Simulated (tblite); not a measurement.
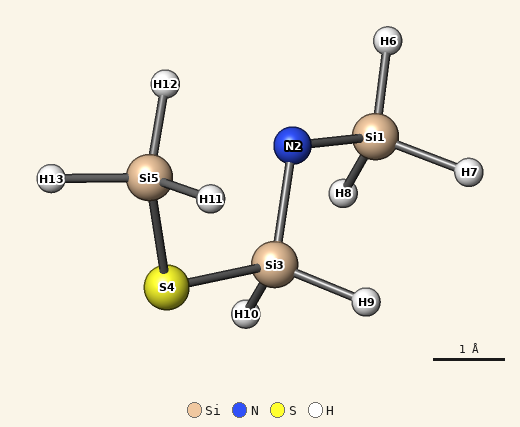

**Figure 1.** The starting structure (ball-and-stick view, seen at a tilt; atoms are numbered from 1 in the order of the input).

Si3NH8S (charge −1): geometry relaxation (part 1 of 2)

- system: Si3NH8S, charge −1
- method: GFN2-xTB geometry optimisation, gas phase (tblite 0.8.0)

It belongs to a series of runs on one base structure; here: H on Si replaced by SSiH3.

What the program printed
```
step      E/eV     max force
  0    -427.87495    5.229
  1    -428.32513    1.928
  2    -428.40730    1.227
  3    -428.44683    0.794
  4    -428.51248    0.530
  5    -428.52780    0.516
  6    -428.56087    0.424
  7    -428.57518    0.388
  8    -428.58519    0.289
  9    -428.59247    0.324
 10    -428.59917    0.286
 11    -428.60469    0.310
 12    -428.61445    0.387
 13    -428.62422    0.312
 14    -428.63244    0.194
 15    -428.63865    0.207
 16    -428.64402    0.234
 17    -428.65022    0.325
 18    -428.65965    0.374
 19    -428.67103    0.331
 20    -428.68225    0.253
 21    -428.69234    0.222
 22    -428.70095    0.262
 23    -428.71232    0.334
 24    -428.73151    0.370
 25    -428.75215    0.362
 26    -428.76448    0.286
 27    -428.77148    0.270
 28    -428.77818    0.315
 29    -428.78259    0.246
 30    -428.79275    0.120
 31    -428.79497    0.127
 32    -428.79789    0.107
 33    -428.79970    0.092
 34    -428.80181    0.115
 35    -428.80366    0.124
 36    -428.80591    0.129
 37    -428.80838    0.123
 38    -428.81062    0.096
 39    -428.81202    0.112
 40    -428.81307    0.100
 41    -428.81441    0.118
 42    -428.81630    0.142
 43    -428.81824    0.113
 44    -428.81940    0.066
 45    -428.81985    0.049
 46    -428.82017    0.049
 47    -428.82073    0.064
 48    -428.82164    0.112
 49    -428.82278    0.133
 50    -428.82366    0.093
 51    -428.82415    0.045
 52    -428.82449    0.047
 53    -428.82497    0.079
 54    -428.82576    0.119
 55    -428.82660    0.109
 56    -428.82714    0.051
 57    -428.82733    0.028
 58    -428.82743    0.029
 59    -428.82760    0.047
 60    -428.82785    0.053
 61    -428.82812    0.043
 62    -428.82828    0.030
 63    -428.82834    0.017
 64    -428.82837    0.018
 65    -428.82841    0.017
 66    -428.82846    0.023
 67    -428.82853    0.027
 68    -428.82861    0.024
 69    -428.82867    0.018
 70    -428.82872    0.019
 71    -428.82875    0.018
 72    -428.82879    0.016
 73    -428.82886    0.022
 74    -428.82901    0.032
 75    -428.82925    0.038
 76    -428.82948    0.030
 77    -428.82961    0.029
 78    -428.82969    0.029
 79    -428.82978    0.028
 80    -428.82997    0.040
 81    -428.83035    0.057
 82    -428.83089    0.067
 83    -428.83145    0.053
 84    -428.83188    0.038
 85    -428.83213    0.038
 86    -428.83239    0.044
 87    -428.83266    0.060
 88    -428.83330    0.048
 89    -428.83389    0.035
 90    -428.83419    0.051
 91    -428.83430    0.029
 92    -428.83448    0.025
 93    -428.83477    0.025
 94    -428.83483    0.019
 95    -428.83490    0.012
 96    -428.83492    0.014
 97    -428.83500    0.022
 98    -428.83509    0.027
 99    -428.83519    0.022
100    -428.83525    0.018
101    -428.83529    0.015
102    -428.83533    0.017
103    -428.83543    0.029
104    -428.83563    0.044
105    -428.83599    0.050
106    -428.83637    0.063
107    -428.83252    0.260
108    -428.83690    0.032
109    -428.83713    0.026
110    -428.83754    0.070
111    -428.83778    0.027
112    -428.83797    0.028
113    -428.83784    0.106
114    -428.83847    0.026
115    -428.83862    0.027
116    -428.83870    0.041
117    -428.83885    0.020
118    -428.83891    0.017
119    -428.83902    0.017
120    -428.83904    0.016
121    -428.83908    0.014
122    -428.83911    0.015
123    -428.83915    0.014
124    -428.83918    0.014
125    -428.83922    0.010
126    -428.83924    0.009
```

Trajectory as extended XYZ (Å, eV, eV/Å), 36 of the 127 frames kept, from step=0 to step=126
```
13
Properties=species:S:1:pos:R:3:forces:R:3 step=0 energy=-427.87495
Si   -2.6322    0.5242    0.0976    2.8060  -0.8800   0.3040
N    -0.9103    0.1667    0.3230   -0.7500  -0.3940  -2.1650
Si   -0.2053   -0.5075   -1.1548   -3.8440   1.6700   3.1270
S     1.7897   -1.1796   -0.9731    1.5060  -0.4450   0.1140
Si    2.9820   -0.0675    0.3899   -0.3250   0.0030  -0.1560
H    -3.3095    0.9763    1.3150    0.0900   0.0950   0.1810
H    -2.8912    1.5207   -0.9436   -0.1960   0.1880  -0.1950
H    -3.3295   -0.6996   -0.3238   -0.3350  -0.0220  -0.1260
H    -0.4078    0.4782   -2.2112    0.5860  -0.1520  -0.5460
H    -1.0277   -1.7003   -1.4916    0.7230  -0.0330  -0.3910
H     3.6228    1.0328   -0.3647   -0.1050  -0.1340   0.1950
H     2.2546    0.3972    1.5611   -0.0090   0.0830  -0.1150
H     4.0600   -0.9412    0.8972   -0.1490   0.0210  -0.2260
13
Properties=species:S:1:pos:R:3:forces:R:3 step=4 energy=-428.51248
Si   -2.5845    0.5010    0.1099    0.0300   0.0390   0.0070
N    -0.9332    0.1933    0.3428   -0.0820   0.0060  -0.0590
Si   -0.3634   -0.4591   -1.0777    0.4220   0.1610   0.2640
S     1.8238   -1.1901   -0.9692   -0.5200   0.0570  -0.0830
Si    2.9588   -0.0746    0.3758   -0.0940   0.0030   0.0310
H    -3.2673    0.9735    1.3119    0.0830   0.0690   0.2390
H    -2.8963    1.5106   -0.9363   -0.0180  -0.0700   0.0140
H    -3.3494   -0.6850   -0.3311   -0.1230   0.0250  -0.0570
H    -0.3410    0.4451   -2.2504    0.2510  -0.2230  -0.0510
H    -0.9578   -1.7134   -1.5355    0.1660  -0.1780  -0.2260
H     3.6126    1.0262   -0.3424   -0.0220   0.0740   0.0630
H     2.2502    0.4094    1.5499   -0.0560   0.0680  -0.0520
H     4.0431   -0.9363    0.8732   -0.0370  -0.0300  -0.0910
13
Properties=species:S:1:pos:R:3:forces:R:3 step=7 energy=-428.57518
Si   -2.5928    0.5019    0.1169   -0.0220  -0.0270   0.1080
N    -0.9433    0.2120    0.3702    0.0590  -0.1670  -0.3450
Si   -0.3570   -0.4427   -1.0470    0.0690  -0.2120  -0.0760
S     1.7648   -1.1816   -0.9735    0.0460   0.0500   0.1550
Si    2.9347   -0.0793    0.3686   -0.0850   0.0160  -0.0860
H    -3.2334    0.9804    1.3417    0.0180   0.0460   0.1650
H    -2.9000    1.4960   -0.9304   -0.0390   0.0650  -0.0690
H    -3.3730   -0.6720   -0.3404   -0.0550   0.0400   0.0200
H    -0.2762    0.3975   -2.2695    0.0970  -0.0950   0.1070
H    -0.8993   -1.7311   -1.5805    0.1530   0.2820   0.0880
H     3.6037    1.0333   -0.3233   -0.0680   0.0220   0.0180
H     2.2386    0.4249    1.5390   -0.0800   0.0330  -0.0020
H     4.0288   -0.9389    0.8492   -0.0940  -0.0530  -0.0840
13
Properties=species:S:1:pos:R:3:forces:R:3 step=11 energy=-428.60469
Si   -2.5997    0.5037    0.1321   -0.0190   0.0610  -0.0420
N    -0.9478    0.1983    0.3421   -0.0700  -0.0130   0.0530
Si   -0.3409   -0.4587   -1.0548    0.1180   0.1180  -0.0290
S     1.7569   -1.1840   -0.9548    0.1280  -0.1930  -0.0100
Si    2.9159   -0.0715    0.3642    0.0390   0.0840   0.1090
H    -3.2118    0.9893    1.3791    0.0770  -0.0100   0.0100
H    -2.9078    1.4971   -0.9320   -0.0240   0.0020   0.0880
H    -3.3935   -0.6587   -0.3377   -0.0540   0.0380   0.0810
H    -0.2296    0.3671   -2.2665    0.0870   0.1100  -0.1090
H    -0.8569   -1.7122   -1.5923   -0.1050  -0.2720  -0.1040
H     3.5876    1.0424   -0.3141   -0.0400   0.0780  -0.0370
H     2.2200    0.4364    1.5324   -0.0710   0.0260   0.0260
H     4.0033   -0.9486    0.8232   -0.0660  -0.0290  -0.0350
13
Properties=species:S:1:pos:R:3:forces:R:3 step=14 energy=-428.63244
Si   -2.6128    0.5155    0.1468    0.0700  -0.0530  -0.0320
N    -0.9643    0.1756    0.3124    0.1020  -0.0450  -0.1060
Si   -0.3164   -0.4665   -1.0778    0.1090  -0.1030   0.0960
S     1.7888   -1.2293   -0.9251   -0.1650  -0.0110  -0.0090
Si    2.8957   -0.0448    0.3761   -0.0570  -0.0860  -0.0810
H    -3.1627    0.9977    1.4277    0.0570  -0.0080  -0.0690
H    -2.9247    1.5029   -0.9155   -0.0500   0.1070   0.0680
H    -3.4339   -0.6308   -0.3138   -0.0870   0.0050   0.1040
H    -0.1451    0.3514   -2.2859    0.0570   0.1430  -0.0930
H    -0.8157   -1.7324   -1.6257   -0.0880  -0.1100  -0.0660
H     3.5548    1.0708   -0.3090   -0.0250   0.0950  -0.0290
H     2.1782    0.4579    1.5299   -0.0540   0.0330   0.0750
H     3.9538   -0.9675    0.7808    0.1290   0.0310   0.1410
13
Properties=species:S:1:pos:R:3:forces:R:3 step=18 energy=-428.65965
Si   -2.6003    0.5131    0.1458    0.0300   0.0130  -0.0230
N    -0.9539    0.1442    0.2619   -0.0240   0.0170   0.0110
Si   -0.2784   -0.5006   -1.1102   -0.1940   0.0520  -0.3160
S     1.7893   -1.2751   -0.9013    0.0550  -0.0260   0.0390
Si    2.8737   -0.0374    0.3774    0.0280   0.0160   0.0720
H    -3.1110    1.0011    1.4430    0.0970  -0.0070  -0.0360
H    -2.9500    1.5375   -0.8802    0.0170  -0.0070   0.0900
H    -3.4857   -0.6088   -0.2626   -0.0070   0.0180   0.0490
H    -0.0744    0.3734   -2.3063    0.0070  -0.1810   0.1810
H    -0.8135   -1.7658   -1.6610    0.0540   0.1190  -0.0640
H     3.5151    1.1074   -0.3111   -0.1330  -0.1550   0.0740
H     2.1402    0.4745    1.5365    0.0950  -0.0860  -0.1530
H     3.9446   -0.9630    0.7890   -0.0240   0.2260   0.0760
13
Properties=species:S:1:pos:R:3:forces:R:3 step=22 energy=-428.70095
Si   -2.5827    0.5103    0.1513   -0.1230   0.0590   0.0850
N    -0.9459    0.0946    0.1669   -0.1760  -0.0110  -0.1140
Si   -0.2622   -0.5434   -1.2038    0.1390  -0.0260   0.2200
S     1.7828   -1.3575   -0.8427    0.0400  -0.0300   0.0130
Si    2.8201   -0.0303    0.3817   -0.0440  -0.0670  -0.0260
H    -2.9683    1.0093    1.4813    0.0640   0.0140   0.1050
H    -2.9923    1.5904   -0.7939    0.0710  -0.0570  -0.0230
H    -3.5885   -0.5515   -0.1619    0.1500   0.0410  -0.0150
H     0.0928    0.3444   -2.3199   -0.0640   0.0210  -0.1660
H    -0.7613   -1.8005   -1.7722   -0.0740   0.0180  -0.1900
H     3.4038    1.1394   -0.2903   -0.0190  -0.0440  -0.1220
H     2.0807    0.4938    1.5132   -0.0810  -0.0390   0.1100
H     3.9165   -0.8984    0.8114    0.1170   0.1200   0.1210
13
Properties=species:S:1:pos:R:3:forces:R:3 step=25 energy=-428.75215
Si   -2.5886    0.5279    0.1857    0.1680  -0.0490   0.1750
N    -0.9974    0.0120   -0.0201   -0.0690  -0.0150  -0.0530
Si   -0.1960   -0.6106   -1.3269   -0.1650  -0.2830   0.1250
S     1.7923   -1.4984   -0.7425   -0.1060  -0.0170  -0.0210
Si    2.7298   -0.0343    0.3933    0.0100  -0.0300   0.0520
H    -2.7217    1.0256    1.5722    0.0090  -0.0380   0.0320
H    -3.0336    1.6552   -0.6607   -0.0120   0.1340  -0.1690
H    -3.6984   -0.4490   -0.0043    0.0880  -0.0460  -0.0020
H     0.3244    0.2861   -2.3652   -0.0230   0.0770  -0.1760
H    -0.7039   -1.8345   -2.0055    0.1340   0.2500  -0.0030
H     3.2124    1.1596   -0.2940    0.0540   0.0640  -0.3190
H     1.9708    0.5001    1.4974   -0.2360  -0.0300   0.2730
H     3.9055   -0.7392    0.8915    0.1480  -0.0170   0.0860
13
Properties=species:S:1:pos:R:3:forces:R:3 step=29 energy=-428.78259
Si   -2.5846    0.5382    0.2067   -0.0240   0.0790  -0.0730
N    -1.0227   -0.0060   -0.0638    0.1950  -0.0460   0.1420
Si   -0.1934   -0.6353   -1.3423    0.0070   0.1340  -0.1280
S     1.7890   -1.5233   -0.7239   -0.0240   0.0560   0.0940
Si    2.7187   -0.0399    0.4082   -0.0430   0.0970   0.0640
H    -2.6735    1.0253    1.5972   -0.0050  -0.0050   0.0580
H    -3.0303    1.6723   -0.6512    0.0060   0.0370  -0.0160
H    -3.6898   -0.4376    0.0235   -0.0120  -0.0620   0.0290
H     0.3384    0.2735   -2.3857   -0.0370  -0.0200   0.0120
H    -0.6946   -1.8104   -2.0660    0.0530  -0.0830  -0.0690
H     3.1753    1.1447   -0.3365   -0.0420  -0.0940  -0.1230
H     1.9337    0.4806    1.5196   -0.0510  -0.0830   0.0210
H     3.9294   -0.6816    0.9352   -0.0230  -0.0090  -0.0120
13
Properties=species:S:1:pos:R:3:forces:R:3 step=32 energy=-428.79789
Si   -2.5734    0.5492    0.2092    0.0640  -0.0560   0.0070
N    -1.0116   -0.0168   -0.0591   -0.0080   0.0090  -0.0400
Si   -0.2006   -0.6300   -1.3618    0.0560  -0.0390   0.0550
S     1.7753   -1.5228   -0.6971   -0.0400   0.0270   0.0410
Si    2.7059   -0.0319    0.4254   -0.0380   0.0000  -0.0150
H    -2.6444    1.0217    1.6130   -0.0150  -0.0010  -0.0640
H    -3.0268    1.6878   -0.6478    0.0390  -0.0410   0.0430
H    -3.6838   -0.4383    0.0446    0.0730   0.0540   0.0160
H     0.3447    0.2645   -2.4022   -0.0160   0.0760  -0.0240
H    -0.6714   -1.8095   -2.1142    0.0360   0.0170   0.0330
H     3.1456    1.1185   -0.3827   -0.0690  -0.0590   0.0090
H     1.9015    0.4564    1.5383    0.0170  -0.0010  -0.0210
H     3.9346   -0.6483    0.9554   -0.0980   0.0160  -0.0400
13
Properties=species:S:1:pos:R:3:forces:R:3 step=36 energy=-428.80591
Si   -2.5508    0.5459    0.2154    0.0070   0.0370   0.0130
N    -1.0056   -0.0363   -0.0942    0.0030   0.0220   0.0120
Si   -0.1730   -0.6432   -1.3844   -0.0390   0.0840  -0.0640
S     1.7594   -1.5418   -0.6575   -0.0100  -0.1170  -0.0530
Si    2.6731   -0.0244    0.4325   -0.0680  -0.0430  -0.0180
H    -2.6025    1.0227    1.6190    0.0300  -0.0100  -0.0370
H    -3.0215    1.6959   -0.6169    0.0630  -0.0280   0.0090
H    -3.6826   -0.4135    0.0825    0.0340  -0.0360  -0.0070
H     0.3779    0.2735   -2.4167   -0.0250  -0.0390   0.0830
H    -0.6394   -1.8129   -2.1547    0.0510   0.0160   0.0300
H     3.0859    1.1017   -0.4068   -0.0300   0.0730  -0.0400
H     1.8695    0.4506    1.5435   -0.0420   0.0740   0.0620
H     3.9051   -0.6177    0.9593    0.0270  -0.0340   0.0110
13
Properties=species:S:1:pos:R:3:forces:R:3 step=40 energy=-428.81307
Si   -2.5292    0.5468    0.2279   -0.0180  -0.0020  -0.0140
N    -1.0022   -0.0495   -0.1294    0.0190   0.0160   0.0150
Si   -0.1555   -0.6451   -1.4134    0.0080  -0.0520   0.0440
S     1.7363   -1.5853   -0.6254    0.0110   0.0190  -0.0190
Si    2.6194   -0.0257    0.4340    0.0010  -0.0050   0.0060
H    -2.5394    1.0237    1.6271    0.0340   0.0010   0.0490
H    -3.0048    1.7003   -0.5824    0.0290   0.0690  -0.0660
H    -3.6805   -0.3909    0.1212    0.0310  -0.0720  -0.0030
H     0.4286    0.2672   -2.4196    0.0190   0.0470   0.0220
H    -0.5824   -1.8137   -2.2012   -0.0420  -0.0140  -0.0110
H     3.0087    1.0990   -0.4304   -0.0710  -0.0310   0.0310
H     1.8255    0.4647    1.5543    0.0120   0.0150  -0.0480
H     3.8710   -0.5910    0.9584   -0.0350   0.0080  -0.0060
13
Properties=species:S:1:pos:R:3:forces:R:3 step=43 energy=-428.81824
Si   -2.5188    0.5492    0.2297    0.0390   0.0600  -0.0440
N    -0.9941   -0.0469   -0.1350    0.0280  -0.0120   0.0060
Si   -0.1506   -0.6472   -1.4181    0.0160  -0.1070   0.0340
S     1.7308   -1.6060   -0.6202   -0.0240   0.0360  -0.0150
Si    2.5924   -0.0334    0.4353   -0.0340   0.0780   0.0220
H    -2.5077    1.0210    1.6310    0.0000   0.0160   0.0380
H    -2.9781    1.7159   -0.5861    0.0040  -0.0520   0.0150
H    -3.6548   -0.4063    0.1351   -0.0050  -0.0150  -0.0240
H     0.4366    0.2813   -2.4061    0.0360   0.0210  -0.0010
H    -0.5704   -1.8154   -2.2176   -0.0360   0.0520   0.0160
H     2.9532    1.0888   -0.4448   -0.0420  -0.0370   0.0350
H     1.8070    0.4769    1.5566    0.0200  -0.0380  -0.0820
H     3.8503   -0.5774    0.9613   -0.0030  -0.0040  -0.0010
13
Properties=species:S:1:pos:R:3:forces:R:3 step=47 energy=-428.82073
Si   -2.5043    0.5545    0.2307    0.0000  -0.0510   0.0390
N    -0.9863   -0.0512   -0.1424    0.0260  -0.0050   0.0340
Si   -0.1403   -0.6569   -1.4206   -0.0010   0.0460  -0.0060
S     1.7228   -1.6151   -0.6115    0.0240  -0.0190  -0.0020
Si    2.5713   -0.0304    0.4365    0.0190  -0.0350  -0.0180
H    -2.4862    1.0226    1.6375    0.0010   0.0060  -0.0220
H    -2.9663    1.7154   -0.5808   -0.0160   0.0120  -0.0200
H    -3.6426   -0.4064    0.1424    0.0330   0.0320  -0.0160
H     0.4541    0.2846   -2.3986    0.0170  -0.0290   0.0260
H    -0.5633   -1.8102   -2.2314   -0.0470  -0.0090  -0.0180
H     2.9134    1.0825   -0.4521   -0.0010   0.0430  -0.0220
H     1.7899    0.4793    1.5515   -0.0530   0.0000   0.0250
H     3.8333   -0.5682    0.9599   -0.0030   0.0090  -0.0020
13
Properties=species:S:1:pos:R:3:forces:R:3 step=50 energy=-428.82366
Si   -2.4828    0.5576    0.2356   -0.0360  -0.0840   0.0180
N    -0.9662   -0.0552   -0.1289    0.0260   0.0060   0.0330
Si   -0.1369   -0.6628   -1.4170    0.0260   0.0210   0.0040
S     1.7254   -1.6260   -0.6127    0.0030  -0.0350  -0.0100
Si    2.5547   -0.0292    0.4340   -0.0170  -0.0150  -0.0160
H    -2.4689    1.0277    1.6397   -0.0030   0.0150  -0.0060
H    -2.9564    1.7062   -0.5834    0.0060   0.0560  -0.0290
H    -3.6167   -0.4045    0.1338    0.0070   0.0060   0.0110
H     0.4768    0.2805   -2.3776    0.0020  -0.0080  -0.0220
H    -0.5844   -1.7989   -2.2430   -0.0050   0.0140   0.0160
H     2.8718    1.0886   -0.4615    0.0210   0.0050   0.0090
H     1.7594    0.4777    1.5435   -0.0100  -0.0260   0.0020
H     3.8199   -0.5613    0.9584   -0.0200   0.0440  -0.0100
13
Properties=species:S:1:pos:R:3:forces:R:3 step=54 energy=-428.82576
Si   -2.4786    0.5487    0.2340    0.0560   0.1000  -0.0320
N    -0.9466   -0.0488   -0.0997   -0.0180   0.0020  -0.0100
Si   -0.1366   -0.6565   -1.4023    0.0010   0.0080   0.0140
S     1.7274   -1.6297   -0.6255    0.0190  -0.0110   0.0030
Si    2.5491   -0.0314    0.4274   -0.0070  -0.0040  -0.0170
H    -2.4812    1.0325    1.6326   -0.0160   0.0050   0.0060
H    -2.9452    1.7044   -0.5978    0.0360  -0.0650   0.0340
H    -3.6004   -0.4153    0.1196   -0.0540  -0.0440  -0.0010
H     0.4694    0.2824   -2.3717   -0.0020  -0.0020  -0.0190
H    -0.6036   -1.7872   -2.2264    0.0020   0.0240   0.0220
H     2.8738    1.0908   -0.4613    0.0000  -0.0090   0.0110
H     1.7534    0.4685    1.5395   -0.0150  -0.0250  -0.0070
H     3.8149   -0.5579    0.9527    0.0000   0.0220  -0.0030
13
Properties=species:S:1:pos:R:3:forces:R:3 step=58 energy=-428.82743
Si   -2.4657    0.5507    0.2334   -0.0110  -0.0210   0.0170
N    -0.9285   -0.0458   -0.0764    0.0050   0.0110  -0.0050
Si   -0.1321   -0.6519   -1.3882   -0.0010   0.0070  -0.0110
S     1.7329   -1.6390   -0.6341   -0.0030   0.0070  -0.0110
Si    2.5383   -0.0336    0.4206    0.0120  -0.0070   0.0080
H    -2.4891    1.0398    1.6296   -0.0140   0.0040   0.0090
H    -2.9268    1.6932   -0.6067    0.0130   0.0040  -0.0170
H    -3.5832   -0.4255    0.1074    0.0000   0.0160   0.0100
H     0.4663    0.2820   -2.3677    0.0070   0.0070  -0.0050
H    -0.6246   -1.7674   -2.2150    0.0090  -0.0170   0.0130
H     2.8634    1.0893   -0.4661   -0.0170   0.0020   0.0040
H     1.7362    0.4512    1.5341   -0.0160  -0.0120  -0.0150
H     3.8086   -0.5426    0.9503    0.0150   0.0000   0.0010
13
Properties=species:S:1:pos:R:3:forces:R:3 step=61 energy=-428.82812
Si   -2.4624    0.5508    0.2376   -0.0250  -0.0290  -0.0100
N    -0.9240   -0.0414   -0.0738    0.0130   0.0020   0.0040
Si   -0.1316   -0.6473   -1.3882    0.0110  -0.0270   0.0060
S     1.7356   -1.6409   -0.6390   -0.0090   0.0040  -0.0180
Si    2.5388   -0.0382    0.4202   -0.0310   0.0290   0.0040
H    -2.4945    1.0428    1.6323   -0.0050   0.0020   0.0080
H    -2.9149    1.6886   -0.6123   -0.0040   0.0150  -0.0100
H    -3.5812   -0.4258    0.1088    0.0150   0.0260   0.0140
H     0.4680    0.2839   -2.3688    0.0030   0.0070  -0.0080
H    -0.6271   -1.7669   -2.2087    0.0120   0.0000   0.0110
H     2.8525    1.0886   -0.4660   -0.0040   0.0020   0.0060
H     1.7242    0.4412    1.5276    0.0060  -0.0190  -0.0120
H     3.8123   -0.5351    0.9514    0.0190  -0.0110   0.0040
```
